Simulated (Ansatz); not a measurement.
# CH2ClF (chlorofluoromethane) at wB97M-V/STO-3G

What is the electronic atomisation energy of CH2ClF (chlorofluoromethane) at wB97M-V/STO-3G? 

The calculation is run with Ansatz 0.2.0.

70 further runs of the same task are left out: 2 that didn't finish, 68 set aside as unsound or not needed.

## Step 1: The system as given

The species is CH2ClF (5 atoms), meant as a singlet with charge 0. As SMILES, `FCCl`. The shape is that of a PBE0-D4/def2-TZVP optimisation.

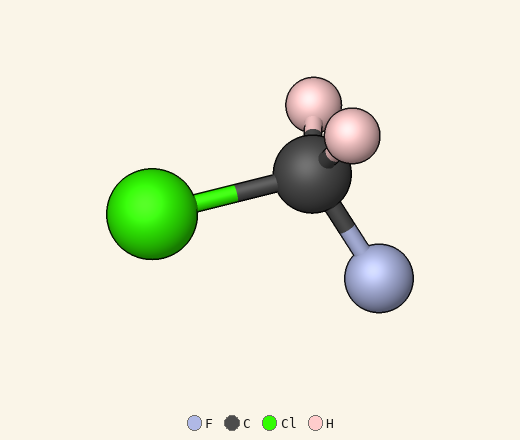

Viewed from a chosen angle; fluorine light blue, carbon dark grey, chlorine green, hydrogen pink.

## Step 2: A single-point energy at wB97M-V/STO-3G

in.yaml

```yaml
crystal:
  periodic: [false, false, false]
  atoms:
    - {symbol: F, position_ang: [-0.970450, 0.560520, 0.766500]}
    - {symbol: C, position_ang: [0.083560, 0.089320, 0.058070]}
    - {symbol: Cl, position_ang: [-0.422970, -1.232890, -0.998060]}
    - {symbol: H, position_ang: [0.832130, -0.302600, 0.745580]}
    - {symbol: H, position_ang: [0.477720, 0.885670, -0.572080]}
basis:
  gaussian: {orbitals: STO-3G}
hamiltonian: {xc: {name: wB97M-V}}
accuracy: high
```

Launch:

```console
$ ansatz run in.yaml --threads 1 --pin off --max-ram 3480MiB --events-out events.jsonl --progress --plain --runs-dir runs
```

The log of the run:

```text
Warning: RAYON_NUM_THREADS=1 ignored (pool sized by the plan → 1); use --threads N
Functional definition: wB97M-V
  name "wB97M-V"
  parameter omega = 0.3/bohr
  parameter cx = 0.15
  parameter cx01 = 1.007
  parameter cx10 = 0.259
  parameter css00 = 0.443
  parameter css04 = -1.437
  parameter css10 = -4.535
  parameter css20 = -3.390
  parameter css43 = 4.278
  parameter cos00 = 1.000
  parameter cos10 = 1.358
  parameter cos20 = 2.924
  parameter cos21 = -8.812
  parameter cos60 = -1.390
  parameter cos61 = 9.142
  parameter b = 6.0
  parameter c = 0.01
  gx(w, u) = 1 - cx + cx01*u + cx10*w
  gss(w, u) = css00 + css04*u^4 + css10*w + css20*w^2 + css43*w^4*u^3
  gos(w, u) = cos00 + cos10*w + (cos20 + cos21*u)*w^2 + (cos60 + cos61*u)*w^6
  exchange = spin_sum(e_x_unif_sr(omega)*gx(b97_w, b97_u_x)) + cx*exact_x_sr(omega) + exact_x_lr(omega)
  correlation = spin_sum(e_c_pw_mod_same_spin*gss(b97_w, b97_u_same))
      + integral(e_c_pw_mod_opposite_spin*gos(b97_w_opposite, b97_u_opposite)) + vv10(b, c)
375 factors; integrals over basis functions are off by at most 3.5e-8 eV
143 factors; integrals over basis functions are off by at most 6.0e-10 eV
mean field evaluation 1: about -16118.5864 eV, gradient 2.8e1 eV
mean field evaluation 2: about -16120.3047 eV, gradient 1.9e1 eV
mean field evaluation 4: about -16121.2635 eV, gradient 2.1e-1 eV
mean field evaluation 8: about -16121.2526 eV, gradient 9.4e-4 eV
mean field evaluation 16: about -16121.2526 eV, gradient 4.1e-8 eV
mean field -16121.25256044 eV, -592.4451042189 hartree, gradient 4.1e-8 eV, S^2 0.000000; 0 other end points of the search recorded, 0 dependent functions left out
reference -16121.25256229 eV, -592.4451042868 hartree; 17, 17 occupied and 4, 4 virtual orbitals, 375 factors
Total energy: -16121.25256229 eV, -592.4451042868 hartree
```

Wall time 20 s (1 thread of Arm Neoverse V1, shared host); peak memory 0.26 GiB.

## Step 3: The C atom at the same level

input.yaml

```yaml
basis:
  gaussian:
    orbitals: STO-3G
crystal:
  periodic: [false, false, false]
  atoms:
    - {symbol: C, position_ang: [0.000000, 0.000000, 0.000000]}
magnetization:
  spin_polarized: true
  initial_magnetization: 2
hamiltonian:
  xc: {name: wB97M-V}
accuracy: high
```

Run the same way, it converges to -37.34862 Eh (log not shown).

## Step 4: The Cl atom, same level

in.yaml

```yaml
crystal:
  periodic: [false, false, false]
  atoms:
    - {symbol: Cl, position_ang: [0.000000, 0.000000, 0.000000]}
basis:
  gaussian:
    orbitals: STO-3G
magnetization:
  spin_polarized: true
  initial_magnetization: 1
hamiltonian:
  xc: {name: wB97M-V}
accuracy: high
```

Launch:

```console
$ ansatz run in.yaml --threads 1 --pin off --max-ram 3480MiB --events-out events.jsonl --progress --plain --runs-dir runs
```

The log of the run, shortened:

```text
Warning: RAYON_NUM_THREADS=1 ignored (pool sized by the plan → 1); use --threads N
[... 2 set-up lines as earlier in the session ...]
[...]
  gx(w, u) = 1 - cx + cx01*u + cx10*w
  gss(w, u) = css00 + css04*u^4 + css10*w + css20*w^2 + css43*w^4*u^3
  gos(w, u) = cos00 + cos10*w + (cos20 + cos21*u)*w^2 + (cos60 + cos61*u)*w^6
[...]
      + integral(e_c_pw_mod_opposite_spin*gos(b97_w_opposite, b97_u_opposite)) + vv10(b, c)
42 factors; integrals over basis functions are off by at most 4.6e-9 eV
23 factors; integrals over basis functions are off by at most 7.5e-10 eV
[...]
mean field -12385.79801620 eV, -455.1696816998 hartree, gradient 2.8e-9 eV, S^2 0.750000; 0 other end points of the search recorded, 0 dependent functions left out
reference -12385.79801725 eV, -455.1696817384 hartree; 9, 8 occupied and 0, 1 virtual orbitals, 42 factors
Total energy: -12385.79801725 eV, -455.1696817384 hartree
```

Run time: 2.9 s. Hardware: 1 thread of Arm Neoverse V1, shared host; peak memory 0.2 GiB.

## Step 5: The F atom at the same level

run.yaml

```yaml
crystal:
  periodic: [false, false, false]
  atoms:
    - {symbol: F, position_ang: [0.000000, 0.000000, 0.000000]}
basis:
  gaussian:
    orbitals: STO-3G
magnetization:
  spin_polarized: true
  initial_magnetization: 1
hamiltonian:
  xc: {name: wB97M-V}
accuracy: high
```

Launch:

```console
$ ansatz run run.yaml --threads 1 --pin off --max-ram 3480MiB --events-out events.jsonl --progress --plain --runs-dir runs
```

The log of the run, shortened:

```text
Warning: RAYON_NUM_THREADS=1 ignored (pool sized by the plan → 1); use --threads N
[... 2 set-up lines as earlier in the session ...]
[...]
  gx(w, u) = 1 - cx + cx01*u + cx10*w
  gss(w, u) = css00 + css04*u^4 + css10*w + css20*w^2 + css43*w^4*u^3
  gos(w, u) = cos00 + cos10*w + (cos20 + cos21*u)*w^2 + (cos60 + cos61*u)*w^6
[...]
      + integral(e_c_pw_mod_opposite_spin*gos(b97_w_opposite, b97_u_opposite)) + vv10(b, c)
15 factors; integrals over basis functions are off by at most 1.2e-9 eV
14 factors; integrals over basis functions are off by at most 9.1e-10 eV
[...]
mean field -2674.40014389 eV, -98.2823925144 hartree, gradient 0.0e0 eV, S^2 0.750000; 0 other end points of the search recorded, 0 dependent functions left out
reference -2674.40014424 eV, -98.2823925273 hartree; 5, 4 occupied and 0, 1 virtual orbitals, 15 factors
Total energy: -2674.40014424 eV, -98.2823925273 hartree
```

Wall time 1.3 s (1 thread of Arm Neoverse V1, shared host); peak memory 0.16 GiB.

## Step 6: The H atom

run.yaml

```yaml
basis:
  gaussian:
    orbitals: STO-3G
crystal:
  periodic: [false, false, false]
  atoms:
    - symbol: H
      position_ang: [0.000000, 0.000000, 0.000000]
magnetization:
  spin_polarized: true
  initial_magnetization: 1
hamiltonian:
  xc: {name: wB97M-V}
accuracy: high
```

Launch:

```console
$ ansatz run run.yaml --threads 1 --pin off --max-ram 3480MiB --events-out events.jsonl --progress --plain --runs-dir runs
```

The log of the run, shortened:

```text
Warning: RAYON_NUM_THREADS=1 ignored (pool sized by the plan → 1); use --threads N
[... 2 set-up lines as earlier in the session ...]
[...]
  gx(w, u) = 1 - cx + cx01*u + cx10*w
  gss(w, u) = css00 + css04*u^4 + css10*w + css20*w^2 + css43*w^4*u^3
  gos(w, u) = cos00 + cos10*w + (cos20 + cos21*u)*w^2 + (cos60 + cos61*u)*w^6
[...]
      + integral(e_c_pw_mod_opposite_spin*gos(b97_w_opposite, b97_u_opposite)) + vv10(b, c)
1 factors; integrals over basis functions are off by at most 4.6e-10 eV
1 factors; integrals over basis functions are off by at most 2.9e-10 eV
[...]
mean field -12.42314868 eV, -0.4565422933 hartree, gradient 0.0e0 eV, S^2 0.750000; 0 other end points of the search recorded, 0 dependent functions left out
reference -12.42314998 eV, -0.4565423410 hartree; 1, 0 occupied and 0, 1 virtual orbitals, 1 factors
Total energy: -12.42314998 eV, -0.4565423410 hartree
```

Wall time 0.3 s (1 thread of Arm Neoverse V1, shared host).

## Step 7: Outcome

Level: wB97M-V/STO-3G.

| quantity | value |
| --- | --- |
| molecule: total energy | -592.44510 Eh |
| C atom: total energy | -37.34862 Eh |
| C atom: ⟨S²⟩ | 2.000 |
| Cl atom: total energy | -455.16968 Eh |
| Cl atom: ⟨S²⟩ | 0.750 |
| F atom: total energy | -98.28239 Eh |
| F atom: ⟨S²⟩ | 0.750 |
| H atom: total energy | -0.45654 Eh |
| H atom: ⟨S²⟩ | 0.750 |
| electronic atomisation energy | 19.900 eV |

What this shows: Taking the molecule apart into free atoms costs 19.90 eV (1920 kJ/mol), before zero-point energy and without spin-orbit coupling. In a minimal basis such a difference can be off by several eV, whatever the method.
